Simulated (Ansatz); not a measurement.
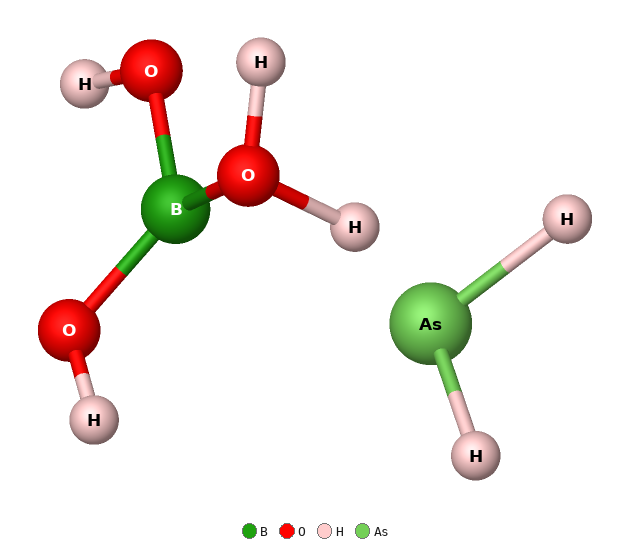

Sticks follow a distance rule. Harmonic vibrations computed with RKS PBE0-D4/def2-TZVP (Ansatz 0.2.0) at a stationary point of the same level.

How many imaginary frequencies does it have?

Answer. A first-order saddle point: one imaginary frequency, 1021i cm⁻¹.

How many vibrational modes are there, and where do they lie?

Answer. 27 modes: 1021i, 87, 143, 174, 302, 324, 377, 390, 412, 449, 468, 546, 594, 787, 938, 962, 980, 998, 1176, 1314, 1447, 1738, 2182, 2198, 3759, 3901, 3912 cm⁻¹.
